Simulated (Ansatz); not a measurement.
# NaMgBr3 (model cell, started as cubic perovskite with Mg in the octahedra): a soft mode frozen in

Aim: this structure of NaMgBr3 (model cell, started as cubic perovskite with Mg in the octahedra) is to be tested for unstable modes, and one is followed downhill.

Method: DFT PBE, scalar-relativistic, plane waves, PAW, in Ansatz 0.2.0.

The structure was built from a prototype and need not be the compound's stable phase.

## 1. Starting point

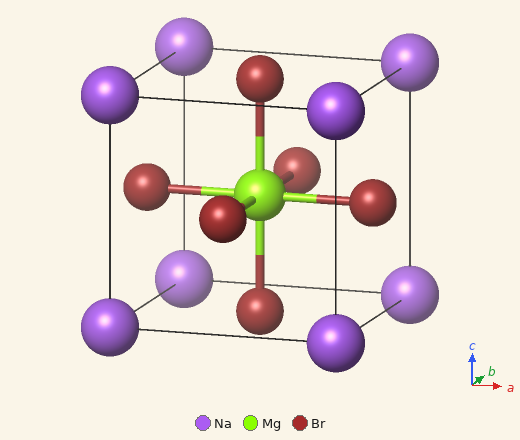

The starting structure, seen slightly off an axis (sodium purple, magnesium green, bromine red). Some periodic images of atoms are drawn too.

## 2. The dispersion

The cell comes from relaxations at this level that are not shown. Stability and thermal properties need the whole zone. Linear response on a 2×2×2 q mesh gives force constants as far as a supercell of that size would, and the tensors from the zone-centre run are typed in so that the long-range dipole term is interpolated apart.

input.yaml

```yaml
crystal:
  lattice:
    - [5.3131069714, 0.0, 0.0]
    - [0.0, 5.3131069714, 0.0]
    - [0.0, 0.0, 5.3131069714]
  atoms:
    - { symbol: Na, position: [0.0, 0.0, 0.0] }
    - { symbol: Mg, position: [0.5, 0.5, 0.5] }
    - { symbol: Br, position: [0.5, 0.5, 0.0] }
    - { symbol: Br, position: [0.5, 0.0, 0.5] }
    - { symbol: Br, position: [0.0, 0.5, 0.5] }
kpoints:
  mp_grid: { grid: [4, 4, 4] }
hamiltonian:
  xc: pbe
scf:
  occupations: { method: fixed }
output:
  eigenvalues: true
phonons:
  method: dfpt
  qmesh: [2, 2, 2]
  temperatures: { t_max: 1000, t_step: 50 }
  qpath:
    path:
      - [[0.0, 0.0, 0.0], [0.0, 0.5, 0.0], [0.5, 0.5, 0.0], [0.0, 0.0, 0.0], [0.5, 0.5, 0.5], [0.0, 0.5, 0.0]]
      - [[0.5, 0.5, 0.5], [0.5, 0.5, 0.0]]
    npoints: 10
  non_analytic_term:
    high_frequency_dielectric_tensor: [[3.1543, 0.0, 0.0], [0.0, 3.1543, 0.0], [0.0, 0.0, 3.1543]]
    born_effective_charges:
      - { species: Na, tensor: [[1.3661, 0.0, 0.0], [0.0, 1.3661, 0.0], [0.0, 0.0, 1.3661]] }
      - { species: Mg, tensor: [[2.4355, 0.0, 0.0], [0.0, 2.4355, 0.0], [0.0, 0.0, 2.4355]] }
      - { species: Br, tensor: [[-0.8514, 0.0, 0.0], [0.0, -0.8514, 0.0], [0.0, 0.0, -2.0989]] }
      - { species: Br, tensor: [[-0.8514, 0.0, 0.0], [0.0, -2.0989, 0.0], [0.0, 0.0, -0.8514]] }
      - { species: Br, tensor: [[-2.0989, 0.0, 0.0], [0.0, -0.8514, 0.0], [0.0, 0.0, -0.8514]] }
    source: "zone-centre run at this cell"
```

Run with:

```sh
$ ansatz run input.yaml --threads 4 --pin off --max-ram 14336MiB --backend cpu --events-out ev --progress --plain --runs-dir out
```

Numbers of over 12 decimals in the logs are rounded to 6 here.

The log of the run:

```text
Engine: ansatz 0.2.0, aarch64-unknown-linux-gnu
Pseudopotentials: kind: paw
Pseudopotential: Na, paw, valence charge 9, recommended cutoff 420 eV (normal), Na.paw.azcp
Pseudopotential: Mg, paw, valence charge 10, recommended cutoff 420 eV (normal), Mg.paw.azcp
Pseudopotential: Br, paw, valence charge 7, recommended cutoff 420 eV (normal), Br.paw.azcp
Functional definition: PBE
  parameter kappa = 0.804
  parameter beta = 0.066725
  exchange = pbe_x(kappa = kappa, mu = beta*pi^2/3)
  correlation = pbe_c(beta = beta)
Crystal: 5 atoms, lattice volume = 149.984 Å³
Basis set: ecut = 420 eV, 2945 PW (Γ), exchange–correlation on 72×72×72 points (8 copies of the dense FFT grid, shifted against one another)
Bands: 25, of which v1, the nominal top of the filled ones, is band 20 counted from 1 (19 counted from 0)
Symmetry: 48 space group operations
k-points: 10 of 64
Non-local potential: Na, projectors of the file, l = 0: 3, l = 1: 2, l = 2: 1
Non-local potential: Mg, projectors of the file, l = 0: 3, l = 1: 2, l = 2: 1
Non-local potential: Br, projectors of the file, l = 0: 2, l = 1: 2, l = 2: 2
PAW form: soft (Blöchl's): semilocal exchange-correlation on the pseudo side does not see the compensation charge
PAW one-centre angular grid: Na, 110 points (default); XC on 64 Gauss nodes
PAW one-centre angular grid: Mg, 110 points (default); XC on 64 Gauss nodes
PAW one-centre angular grid: Br, 110 points (default); XC on 64 Gauss nodes
Initial density: superposition of atomic densities (neutral atoms: chi_scale 0, normalization atom), corrected by the library's trained network
Initial wavefunctions: pseudopotential atomic-orbital guess
Functional: x = pbe(κ = 0.804, μ = 0.219515), c = pbe(β = 0.066725)
SCF iter   1: F=—  HF=-11766.626827 eV  |F-HF|=—  |Δ(HF+E_count)|=         —  Δρ=5.11e-4  dr2=9.98e-4  ethr=1.77e-3  ⟨swp⟩=6.9  Hψ=1131  notcnv=0  defer=26
preconditioner: auto → Resta (q_TF=auto, 2.189 Å⁻¹)  ε∞=2.9  [insulator: Δε(μ)=2.756 eV  Ē_g=10.680 eV  n_scr=26 (ndim 8)  ℏωp=14.9 eV  f_vac=0.116  ε∞_Penn≈2.9]
SCF iter   2: F=—  HF=-11766.626426 eV  |F-HF|=—  |Δ(HF+E_count)|=   4.01e-4  Δρ=2.58e-4  dr2=3.36e-4  ethr=2.50e-6  ⟨swp⟩=2.5  Hψ=568  notcnv=0  defer=29
SCF iter   3: F=—  HF=-11766.626444 eV  |F-HF|=—  |Δ(HF+E_count)|=   1.76e-5  Δρ=9.84e-5  dr2=2.93e-5  ethr=8.41e-7  ⟨swp⟩=2.0  Hψ=353  notcnv=0  defer=26
SCF iter   4: F=—  HF=-11766.626444 eV  |F-HF|=—  |Δ(HF+E_count)|=   1.59e-8  Δρ=2.82e-5  dr2=2.56e-6  ethr=7.32e-8  ⟨swp⟩=2.5  Hψ=393  notcnv=0  defer=23
SCF iter   5: F=—  HF=-11766.626440 eV  |F-HF|=—  |Δ(HF+E_count)|=   3.89e-6  Δρ=9.44e-6  dr2=1.15e-7  ethr=6.40e-9  ⟨swp⟩=2.0  Hψ=430  notcnv=0  defer=22
SCF iter   6: F=—  HF=-11766.626440 eV  |F-HF|=—  |Δ(HF+E_count)|=   5.56e-8  Δρ=3.67e-6  dr2=1.47e-8  ethr=2.87e-10  ⟨swp⟩=2.0  Hψ=396  notcnv=0  defer=22
SCF iter   7: F=—  HF=-11766.626440 eV  |F-HF|=—  |Δ(HF+E_count)|=   1.04e-8  Δρ=6.50e-7  dr2=7.32e-10  ethr=3.68e-11  ⟨swp⟩=2.0  Hψ=424  notcnv=0  defer=22
SCF iter   8: F=—  HF=-11766.626440 eV  |F-HF|=—  |Δ(HF+E_count)|=  4.91e-10  Δρ=2.03e-7  dr2=4.66e-11  ethr=1.83e-12  ⟨swp⟩=2.0  Hψ=440  notcnv=0  defer=22
SCF iter   9: F=-11766.626440 eV  HF=-11766.626440 eV  |F-HF|=7.28e-12  |Δ(HF+E_count)|=  1.46e-11  Δρ=5.48e-8  dr2=4.84e-12  ethr=1.00e-12  ⟨swp⟩=13.7  Hψ=1645  notcnv=0
SCF 1 converged in 9 iterations: F = -11766.626440 eV  dr2 = 4.84e-12
  greatest PAW one-centre occupation: 1.000 electrons in one spin orbital (limit 2), on the Mg atom at site 1 (counted from 0), in its partial waves of l = 0
NSCF: frozen V_eff on 10 k-points
NSCF: frozen V_eff on 27 k-points
DFPT response loops at q = (0, 0, 0) (fractional): preconditioner auto → none (the input reference at scf.mixing.eps_inf says where Resta's filter doesn't serve); β = 0.50; Broyden in place of MSR1
NSCF: frozen V_eff on 54 k-points
DFPT response loops at q = (0, 0, -0.5) (fractional): preconditioner auto → Resta (q_TF=auto, 2.189 Å⁻¹)  ε∞=4.7 (no band partly filled); β = 1.00, the filter's whole step (`scf.mixing.beta` (0.50) is not read by the response loops at its default; to damp them type it under 1.00, their step now; it binds the ground state too); Broyden in place of MSR1
NSCF: frozen V_eff on 54 k-points
DFPT response loops at q = (0, -0.5, -0.5) (fractional): mixed as the last ones told, above
NSCF: frozen V_eff on 54 k-points
DFPT response loops at q = (-0.5, -0.5, -0.5) (fractional): mixed as the last ones told, above
SCF converged after 9 iterations
Free energy (F): -11766.626440 eV
Harris-Foulkes:  -11766.626440 eV  (|F-HF|=7.28e-12)
Internal energy: -11766.626440 eV  (E = F + TS)
E sigma→0 (E₀):  -11766.626440 eV
Fermi energy:    1.941206 eV
--- Per-component energies (eV) ---
  E_band       = -676.560615
  E_kinetic    = 598.399412
  E_local      = -3978.789365  (includes V_loc(G=0)·N_el)
  E_nonlocal   = 420.965013
  E_hartree    = 1393.316399
  E_xc         = -862.761505
  E_vxc        = -399.799130  (∫ρ·V_xc dr)
  E_paw        = -7295.980245  (= ΣΔE_a)
  E_vpaw       = -103.969299  (= ΣTr[D̂ρ^β])
  E_aug_tail   = 0.000007  (compensation charges beyond the density's cutoff)
  E_ewald      = -2041.776156
  E_smearing   = -0.000000  (= −TS)
  E_closure    = 0.000000  (closes the sum)
  Σ components = -11766.626440   (vs F -11766.626440, Δ=0.00e0)
--- Band table (eV; the first three rows and the last of 10) ---
  k-point 0: bands = [... 16 lower, 1.1466, 1.4161, 1.4161, 1.4161, 4.6935, 5.1501, 8.9902, 8.9902, ... 1 higher]
  k-point 1: bands = [... 16 lower, 0.9565, 1.0370, 1.3383, 1.3383, 5.6229, 5.8479, 8.6408, 9.1949, ... 1 higher]
  k-point 2: bands = [... 16 lower, 0.6811, 0.9338, 1.3236, 1.3236, 6.9325, 6.9746, 7.5070, 9.4786, ... 1 higher]
  k-point 9: bands = [... 16 lower, 0.8385, 1.9412, 1.9412, 1.9412, 5.8272, 7.7971, 7.7971, 7.7971, ... 1 higher]
--- Phonons (Γ-DFPT): 4 representative perturbations + reference (Σ response iterations 12) ---
  ASR residual: 1.288e-4 → 0.000e0 eV/Å²; symmetrization residual: 4.860e-6 eV/Å²
  ASR residual per site (eV/Å²): 1.73e-5 1.29e-4 3.87e-5 3.87e-5 3.87e-5
  Γ frequencies (cm⁻¹): -78.87 -78.87 -78.87 0.00 0.00 0.00 24.95 24.95 24.95 84.53 84.53 84.53 202.97 202.97 202.97
--- Phonons (arbitrary-q DFPT): 4 irreducible q on the 2×2×2 mesh ---
  q = [0.0000, 0.0000, 0.0000] (star 1, of the zone-centre solve; hermiticity 1.80e-6, symmetrization 9.17e-13): -78.87 -78.87 -78.87 -0.00 0.00 0.00 24.95 24.95 24.95 84.53 84.53 84.53 202.97 202.97 202.97
  q = [0.0000, 0.0000, -0.5000] (star 3, 9 solved perturbations in 216 linear systems a pass and spin channel, the states on 27 of 64 k-point pairs; hermiticity 9.58e-7, symmetrization 2.01e-8): -73.21 -73.21 11.53 11.53 31.69 50.15 50.15 56.88 63.02 86.34 86.34 163.87 202.29 202.29 240.36
  q = [0.0000, -0.5000, -0.5000] (star 3, 9 solved perturbations in 216 linear systems a pass and spin channel, the states on 27 of 64 k-point pairs; hermiticity 1.30e-6, symmetrization 6.65e-8): -67.92 -67.92 -64.86 -57.80 42.80 42.80 62.43 62.43 82.63 91.86 105.48 173.01 201.78 248.59 248.59
  q = [-0.5000, -0.5000, -0.5000] (star 1, 4 solved perturbations in 81 linear systems a pass and spin channel, the states on 27 of 64 k-point pairs; hermiticity 1.06e-6, symmetrization 2.06e-8): -74.35 -74.35 -74.35 -58.02 -58.02 -58.02 86.27 86.27 86.27 103.91 103.91 185.17 253.31 253.31 253.31
  sum rule: each row above includes the acoustic sum rule's correction from the zone centre's row sums; it moved no ω² by more than (1.20 cm⁻¹)²
  mesh force constants: q→R imaginary residual 4.19e-18; ASR residual 1.288e-4 → 0.000e0 eV/Å²; symmetrization residual 7.105e-15 eV/Å²
  interpolated dispersion: 63 rows × 15 modes
  density of states and harmonic sums: on the 12×12×12 q-mesh, interpolated from the force constants of a 2×2×2 supercell (with the dipole–dipole term of supplied tensors)
  largest difference from the sums on the solved wave vectors: F 2.24e-1 eV, S 2.87e-4 and C_V 6.90e-5 eV/K
  zero-point energy: 0.078925 eV/cell   skipped modes (ω ≤ 0): 369, of them read as no rigid motion or as one in doubt: 366 (4.482e0 modes/cell left out, lowest -78.87 cm⁻¹)   left out of the sums: 2.99e-1 of the cell's modes: C_V's classical limit lies that fraction below 3 k_B per atom; for a crystal, a wire or a layer, F and S can be off by more, and a phonons.interpolated_qmesh denser along its periods is the remedy for the sampling
```

The job ended after 47 s (4 threads of Arm Neoverse V2, shared host; peak memory 0.68 GiB; 3 min of CPU time).

The column dr2 measures how far the density is from self-consistency, as an energy; F and HF (Harris–Foulkes) agree once it is small.

A gap read on the k-mesh alone can miss the band edges.

Numbers from this step:

```yaml
gap_on_the_k_mesh: 2.752 eV
volume_per_atom: 30.00 Å³
sum_rule_residual_before_enforcement: 1.29e-4 eV/Å²
lowest_frequency_on_the_path: -78.87 cm⁻¹
point_group: m-3m
highest_frequency_on_the_path_or_at_a_solved_wavevector: 272.3 cm⁻¹
highest_optical_mode_at_the_zone_centre_no_lo_to_term: 203.0 cm⁻¹
lowest_optical_zone_centre_mode: -78.87 cm⁻¹
lowest_mode_on_the_q_mesh_acoustic_modes_at_gamma_apart: -78.87 cm⁻¹
```

Frequencies (cm⁻¹) solved at each irreducible wavevector; negative means imaginary. Frequencies by wavevector, by row:

| q in reciprocal lattice units | star | mode 1 | mode 2 | mode 3 | mode 4 | mode 13 | mode 14 | mode 15 |
| --- | --- | --- | --- | --- | --- | --- | --- | --- |
| 0 0 0 | 1 | -78.9 | -78.9 | -78.9 | 0 | 203 | 203 | 203 |
| 0 0 -0.5 | 3 | -73.2 | -73.2 | 11.5 | 11.5 | 202.3 | 202.3 | 240.4 |
| 0 -0.5 -0.5 | 3 | -67.9 | -67.9 | -64.9 | -57.8 | 201.8 | 248.6 | 248.6 |
| -0.5 -0.5 -0.5 | 1 | -74.3 | -74.3 | -74.3 | -58 | 253.3 | 253.3 | 253.3 |

Interpolated from a 2×2×2 q mesh, with the LO-TO term (at Γ the limit along the path; where Γ stands inside the path, tables give the limit on arrival). Phonon branches along the path, in cm⁻¹:

| point | branch 1 | branch 2 | branch 3 | branch 4 | branch 12 | branch 13 | branch 14 | branch 15 |
| --- | --- | --- | --- | --- | --- | --- | --- | --- |
| Γ | -79 | -79 | -21 | 0 | 99 | 203 | 203 | 272 |
| X | -73 | -73 | 12 | 12 | 164 | 202 | 202 | 240 |
| M | -68 | -68 | -65 | -58 | 173 | 202 | 249 | 249 |
| Γ | -79 | -79 | -21 | 0 | 99 | 203 | 203 | 272 |
| R | -74 | -74 | -74 | -58 | 185 | 253 | 253 | 253 |
| X | -73 | -73 | 12 | 12 | 164 | 202 | 202 | 240 |
| jump to R | -74 | -74 | -74 | -58 | 185 | 253 | 253 | 253 |
| M | -68 | -68 | -65 | -58 | 173 | 202 | 249 | 249 |

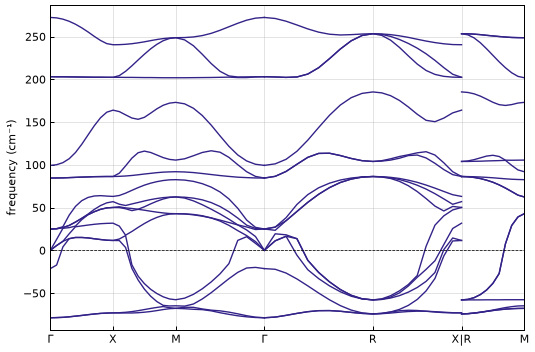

Phonon branches along the path.

Symmetry leaves 4 wavevectors to solve. The lowest mode among them, the acoustic zeros apart, lies at Γ and is imaginary, 78.9i cm⁻¹, so the energy falls along it.

## 3. The mode frozen in, largest atomic shift 0 Å

The mode followed lies at q = (0, 0, -0.5) with frequency 73.2i cm⁻¹ and is 2-fold degenerate, one of the unstable modes though not the softest. At small amplitude the distorted cell has space group no. 51 by a symmetry search on the positions. The undistorted cell that holds it gives the zero of energy on the same k mesh.

System of this step: NaMgBr3 (model cell, started as cubic perovskite with Mg in the octahedra). Symmetry: Pm-3m, No. 221, cubic system. The conventional cell has a = 5.313 Å, b = 5.313 Å, c = 5.313 Å, α = 90.00°, β = 90.00°, γ = 90.00°. Na has 12 Br at 3.76 Å nearest. Mg has 6 Br at 2.66 Å nearest. Nearest to Br lie 2 Mg at 2.66 Å and 4 Na at 3.76 Å. Nearest to Br lie 2 Mg at 2.66 Å and 4 Na at 3.76 Å. Farther neighbours and most contacts between anions are not listed.

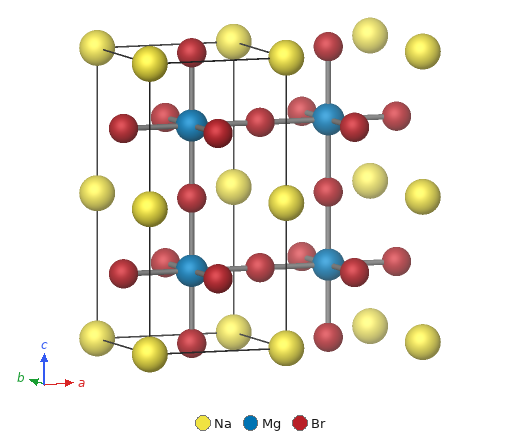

The cell of this step (sodium yellow, magnesium blue, bromine red). 2×1×1 cells are drawn. Some periodic images of atoms are drawn too.

input.yaml

```yaml
crystal:
  lattice:
    - [5.3131069714, 0.0, 0.0]
    - [0.0, 5.3131069714, 0.0]
    - [0.0, 0.0, 10.6262139428]
  atoms:
    - { symbol: Na, position: [0.0, 0.0, 0.0] }
    - { symbol: Na, position: [0.0, 0.0, 0.5] }
    - { symbol: Mg, position: [0.5, 0.5, 0.25] }
    - { symbol: Mg, position: [0.5, 0.5, 0.75] }
    - { symbol: Br, position: [0.5, 0.5, 0.5] }
    - { symbol: Br, position: [0.5, 0.5, 0.0] }
    - { symbol: Br, position: [0.5, 0.0, 0.25] }
    - { symbol: Br, position: [0.5, 0.0, 0.75] }
    - { symbol: Br, position: [0.0, 0.5, 0.25] }
    - { symbol: Br, position: [0.0, 0.5, 0.75] }
kpoints:
  mp_grid: { grid: [4, 4, 2] }
hamiltonian:
  xc: pbe
scf:
  occupations: { method: gaussian, width: 0.02 }
output:
  forces: true
  stress: true
  eigenvalues: true
```

The log of the run:

```text
[...]
Crystal: 10 atoms, lattice volume = 299.969 Å³
Basis set: ecut = 420 eV, 5851 PW (Γ), exchange–correlation on 72×72×144 points (8 copies of the dense FFT grid, shifted against one another)
Bands: 50, of which v1, the nominal top of the filled ones, is band 40 counted from 1 (39 counted from 0)
Symmetry: 32 space group operations
[...]
k-points: 12 of 32
[...]
k-point 0: bands = [... 36 lower, 1.3236, 1.4161, 1.4161, 1.4161, 4.6935, 5.1501, 6.9325, 6.9745, ... 4 higher]
  k-point 1: bands = [... 36 lower, 1.3383, 1.3383, 1.3383, 1.3383, 5.6229, 5.6229, 5.8478, 5.8478, ... 4 higher]
  k-point 2: bands = [... 36 lower, 1.1106, 1.3383, 1.3383, 1.5627, 5.6229, 5.8478, 7.0964, 7.4466, ... 4 higher]
  k-point 11: bands = [... 36 lower, 1.5252, 1.5252, 1.9349, 1.9349, 6.3350, 6.3350, 8.2201, 8.2201, ... 4 higher]
[key lines of the parts left out:]
SCF converged after 6 iterations
Free energy (F): -23533.252880 eV
Fermi energy:    3.317422 eV
P = ⅓ Tr σ = 0.0055 GPa (0.055 kbar)
```

Elapsed: 2 s, on 4 threads; peak memory 0.68 GiB; 7.3 s of CPU time.

Numbers from this step:

```yaml
pressure: 0.005500 GPa
energy_from_the_undistorted_cell: 0 meV/atom
```

At this level the gap is 2.75 eV on the k-mesh of the self-consistent run, which can miss the band edges.

## 4. The mode frozen in, largest atomic shift 0.6 Å

The atoms are moved along the unstable eigenvector, the largest shift by 0.6 Å, with the cell fixed.

input.yaml, the sections that differ from step 3:

```yaml
crystal:
  lattice:
    - [5.3131069714, 0.0, 0.0]
    - [0.0, 5.3131069714, 0.0]
    - [0.0, 0.0, 10.6262139428]
  atoms:
    - { symbol: Na, position: [0.112928274, 0.0, 0.0] }
    - { symbol: Na, position: [-0.112928274, 0.0, 0.5] }
    - { symbol: Mg, position: [0.5, 0.5, 0.25] }
    - { symbol: Mg, position: [0.5, 0.5, 0.75] }
    - { symbol: Br, position: [0.5174496594, 0.5, 0.5] }
    - { symbol: Br, position: [0.4825503406, 0.5, 0.0] }
    - { symbol: Br, position: [0.5, 0.0, 0.25] }
    - { symbol: Br, position: [0.5, 0.0, 0.75] }
    - { symbol: Br, position: [0.0, 0.5, 0.25] }
    - { symbol: Br, position: [0.0, 0.5, 0.75] }
# kpoints, hamiltonian, scf, output: as in step 3
```

The log of the run:

```text
[...]
Crystal: 10 atoms, lattice volume = 299.969 Å³
Basis set: ecut = 420 eV, 5851 PW (Γ), exchange–correlation on 72×72×144 points (8 copies of the dense FFT grid, shifted against one another)
Bands: 50, of which v1, the nominal top of the filled ones, is band 40 counted from 1 (39 counted from 0)
Symmetry: 8 space group operations
[...]
k-points: 18 of 32
[...]
k-point 0: bands = [... 36 lower, 1.3530, 1.3743, 1.3792, 1.4132, 4.6404, 5.2949, 6.8507, 7.1154, ... 4 higher]
  k-point 1: bands = [... 36 lower, 1.3080, 1.3080, 1.3548, 1.3548, 5.5869, 5.5869, 5.9664, 5.9664, ... 4 higher]
  k-point 2: bands = [... 36 lower, 1.1223, 1.2791, 1.3615, 1.4250, 5.5887, 5.9704, 7.2422, 7.3673, ... 4 higher]
  k-point 17: bands = [... 36 lower, 1.5163, 1.5163, 1.9304, 1.9304, 6.5095, 6.5095, 8.1629, 8.1629, ... 4 higher]
[key lines of the parts left out:]
SCF converged after 6 iterations
Free energy (F): -23533.394978 eV
Fermi energy:    3.289127 eV
P = ⅓ Tr σ = 0.2326 GPa (2.326 kbar)
```

It took 2.9 s on 4 threads; peak memory 0.72 GiB; 11 s of CPU time.

This step gave:

| Quantity | Value |
| --- | --- |
| pressure | 0.2326 GPa |
| gap on the k-mesh | 2.702 eV |
| energy from the undistorted cell | -14.21 meV/atom |

The energy, extrapolated to zero smearing, is -14.21 meV/atom against the undistorted cell.

The run ends at a pressure of 0.23 GPa, with forces up to 0.17 eV/Å.

## 5. Energy along the mode, all amplitudes (two of the runs are shown above)

An imaginary frequency means negative curvature, so the energy should fall and then rise again as anharmonic terms take over.

This step gave:

```
depth at the lowest point sampled  : 14.21 meV/atom
largest atomic shift at that point : 0.6 Å
```

Table of energy from the parent by largest atomic shift:

| largest atomic shift (Å) | energy from the parent (meV/atom) |
| --- | --- |
| 0.000 | 0 |
| 0.040 | -0.078 |
| 0.080 | -0.313 |
| 0.140 | -0.951 |
| 0.220 | -2.31 |
| 0.320 | -4.73 |
| 0.450 | -8.82 |
| 0.600 | -14.2 |

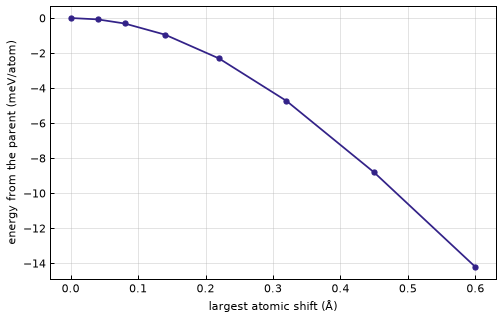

Energy from the parent, plotted against largest atomic shift.

Displacement at unit largest shift by atom:

| atom | x (Å) | y (Å) | z (Å) | size |
| --- | --- | --- | --- | --- |
| Na1 | 1.00 | 0.00 | 0.00 | 1.00 |
| Na2 | -1.00 | 0.00 | 0.00 | 1.00 |
| Mg3 | 0.00 | 0.00 | 0.00 | 0.00 |
| Mg4 | 0.00 | 0.00 | 0.00 | 0.00 |
| Br5 | 0.15 | 0.00 | 0.00 | 0.15 |
| Br6 | -0.15 | 0.00 | 0.00 | 0.15 |
| Br7 | 0.00 | 0.00 | 0.00 | 0.00 |
| Br8 | 0.00 | 0.00 | 0.00 | 0.00 |
| Br9 | 0.00 | 0.00 | 0.00 | 0.00 |
| Br10 | 0.00 | 0.00 | 0.00 | 0.00 |

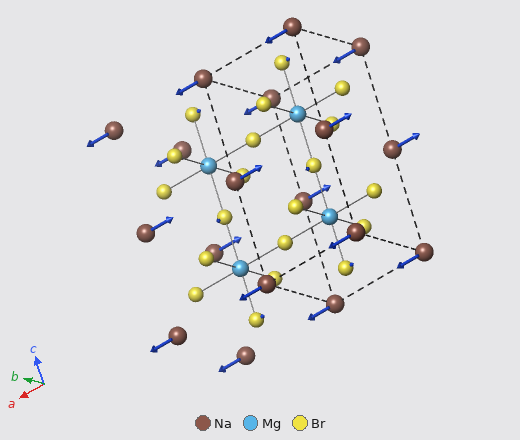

Displacement at unit largest shift as arrows, the longest 1 Å. 2×1×1 cells are drawn. Some periodic images of atoms are drawn too.

The lowest of the steps tried is the last one, at 0.6 Å, 14.2 meV/atom below the parent; the bottom of the well need not coincide with a step.

(Part 1 of 3 ends here.)

[Logs are printed without paths, hosts, clocks, repeated set-up lines and the standing remarks that a program may print on its own settings, such as how far it seeks lower states.]

[Hosts, paths, dates, database ids (printed as entryN), source tags and the programs' standing remarks are cut or masked in the printed files.]
